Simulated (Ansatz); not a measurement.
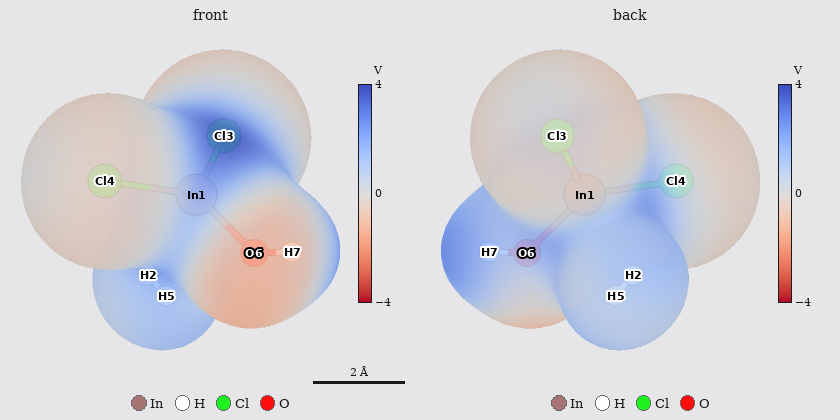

*Cl$_{2}$HInO···H$_{2}$. The molecular electrostatic potential painted on the density surface at 0.002 e/bohr³, seen from the front and from behind; the colour scale runs from red (negative) to blue (positive).*

The product side of a reaction path; geometry: PBE0-D4/def2-TZVP; core potentials replace the inner electrons of In.

These are results of RKS PBE0-D4/def2-TZVPP in Ansatz 0.2.0, not measurements.

Input

```
crystal:
  periodic: [false, false, false]
  atoms:
    - {symbol: In, position_ang: [-0.453224, 0.645318, -0.222605]}
    - {symbol: H, position_ang: [-0.231984, -1.858926, 0.833225]}
    - {symbol: Cl, position_ang: [-1.270050, -0.324390, -2.153497]}
    - {symbol: Cl, position_ang: [-1.892443, 1.280226, 1.446728]}
    - {symbol: H, position_ang: [0.435849, -1.563975, 1.011034]}
    - {symbol: O, position_ang: [1.464776, 1.034199, -0.060332]}
    - {symbol: H, position_ang: [1.947177, 0.787648, -0.854754]}
basis:
  gaussian: {orbitals: def2-TZVPP}
hamiltonian: {xc: pbe0, dispersion: d4}
output: {orbitals: {seedname: orbitals}}
```

Launched as:

```sh
ansatz run in.yaml --threads 4 --pin off --events-out ev --progress --plain --max-ram 9574MiB
```

Question: Where is the surface potential most negative and most positive?

Answer: The most negative region (about −1.3 V) lies over O6, the most positive (about +3.5 V) over In1. O6 is the likeliest acceptor of a hydrogen bond.
